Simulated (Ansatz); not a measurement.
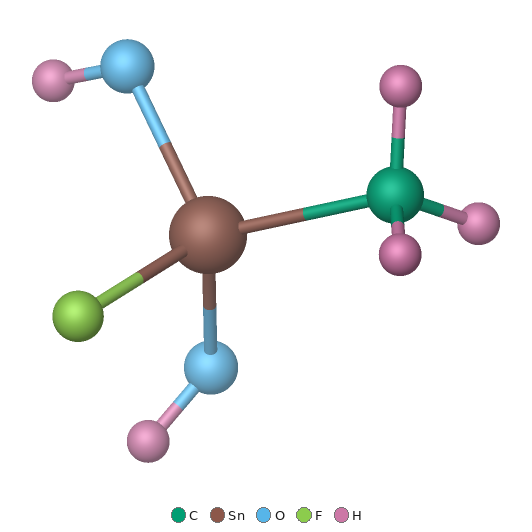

Every bond is drawn as one stick, whatever its order.

Describe the molecule.

The molecule is CH5FO2Sn. As SMILES it reads `[CH3][Sn]([OH])([OH])[F]`. The point group is C1. Coordination: 1 C tetrahedral; 1 Sn tetrahedral; 2 O bent.

More results for the same structure follow; atom numbers are the same in all pictures, views and colours differ. Computed geometry: PBE0-D4/def2-TZVP optimisation.

Geometry

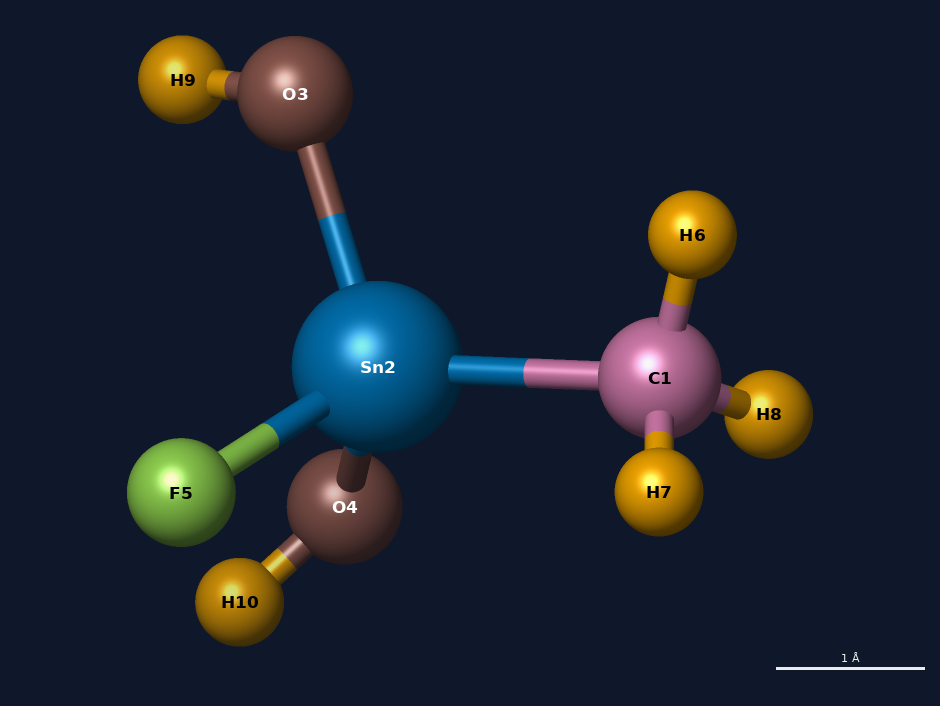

Which atoms are bonded, and how long are the bonds?

```csv
bond,length (Å)
C1–Sn2,2.105
C1–H6,1.089
C1–H7,1.089
C1–H8,1.089
Sn2–O3,1.944
Sn2–O4,1.950
Sn2–F5,1.924
O3–H9,0.961
O4–H10,0.961
```

Vibrations

Harmonic vibrations computed with RKS PBE0-D4/def2-TZVP, core potentials on Sn (Ansatz 0.2.0) at a stationary point of the same level.

Question: List the wavenumbers.

Answer: 24 modes: 38, 97, 127, 154, 171, 189, 208, 246, 554, 610, 642, 648, 784, 785, 848, 858, 1232, 1450, 1450, 3082, 3186, 3189, 3881, 3888 cm⁻¹.

Electronic properties

Method: RKS CAM-B3LYP-D4/def2-TZVPP, core potentials on Sn (Ansatz 0.2.0).

Computed properties:

- HOMO energy (Kohn–Sham orbital): −10.28 eV
- LUMO energy (Kohn–Sham orbital): −0.10 eV
- HOMO–LUMO gap: 10.18 eV
- dispersion correction: −15.9 kJ/mol

Charges

The questions are on Mulliken charges. Method: RKS PBE0-D4/def2-TZVP, core potentials on Sn (Ansatz 0.2.0).

Question: Which atom carries the highest charge (most positive or least negative)?

Answer: Sn2 (1.33 e).

Question: And the lowest?

Answer: O3, O4 (−0.68 e).

List the Mulliken charges.

| atom | value (e) |
| --- | --- |
| C1 | −0.65 |
| Sn2 | 1.33 |
| O3 | −0.68 |
| O4 | −0.68 |
| F5 | −0.49 |
| H6 | 0.17 |
| H7 | 0.17 |
| H8 | 0.17 |
| H9 | 0.33 |
| H10 | 0.33 |

Dipole moment

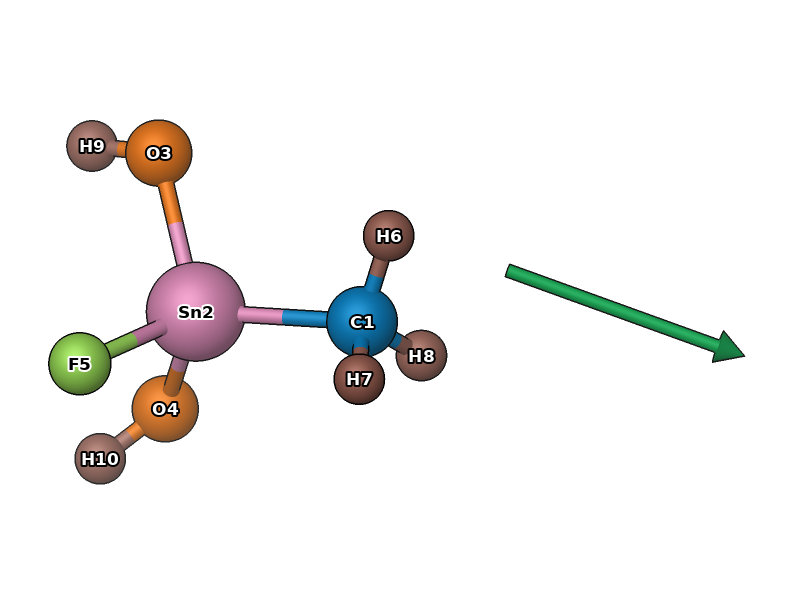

The arrow beside the molecule shows the direction of the dipole moment, from the negative to the positive end (its length means nothing). Method: RKS PBE0-D4/def2-TZVP, core potentials on Sn (Ansatz 0.2.0).

Question: How large is the dipole moment?

Answer: 1.59 D; it points from the side of H9 to the side of H8 (the outermost atoms at the two ends).

Mulliken values depend strongly on the basis set and can even reverse the polarity of a bond.
